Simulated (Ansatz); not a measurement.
System: BBrH₄OSi (SMILES BO[SiH2]Br).

The calculation's input:

```
crystal:
  periodic: [false, false, false]
  atoms:
    - {symbol: B, position_ang: [-0.499027, 1.477386, -0.260772]}
    - {symbol: O, position_ang: [-0.741930, 0.184476, 0.055375]}
    - {symbol: Si, position_ang: [0.294737, -1.062786, 0.340831]}
    - {symbol: Br, position_ang: [0.537237, -2.247235, -1.507378]}
    - {symbol: H, position_ang: [0.634526, 1.871250, -0.340841]}
    - {symbol: H, position_ang: [-1.439288, 2.194494, -0.444029]}
    - {symbol: H, position_ang: [1.624303, -0.548084, 0.734290]}
    - {symbol: H, position_ang: [-0.318360, -1.926601, 1.366725]}
basis:
  gaussian: {orbitals: def2-TZVPP}
hamiltonian: {xc: pbe0, dispersion: d4}
output: {orbitals: {seedname: orbitals}}
```

Run with:

```sh
ansatz run in.yaml --threads 4 --pin off --events-out ev --progress --plain --max-ram 10444MiB
```

Geometry: PBE0-D4/def2-TZVP.

Theory: Ansatz 0.2.0, RKS PBE0-D4/def2-TZVPP.

**What will maps of the electron density and electron localisation function show?**

B–O (1.35 Å): the density is about 2.1 e/Å³ at the midpoint; the ELF peaks at about 0.90 between the atoms, as expected for a short, strongly polar bond.
Si–O (1.65 Å): ρ at the midpoint is about 1.2 e/Å³; the ELF peaks at about 0.90 between the atoms, as expected for a shared but strongly polarised pair.
B–H (1.20 Å): ρ is about 1.3 e/Å³ halfway; the ELF climbs to about 1 towards the hydrogen, as it does in any bond to H (an ordinary covalent bond to hydrogen).

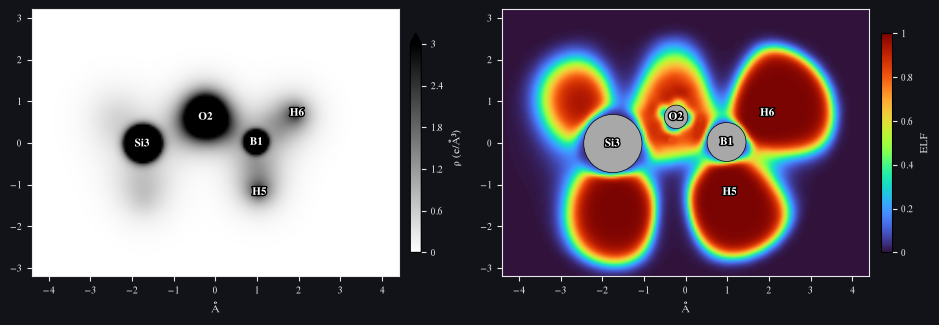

Computed electron density and electron localisation function on the plane of atoms H5, B1 and H6, in this order. Grey discs cover the atomic cores in the ELF map. 
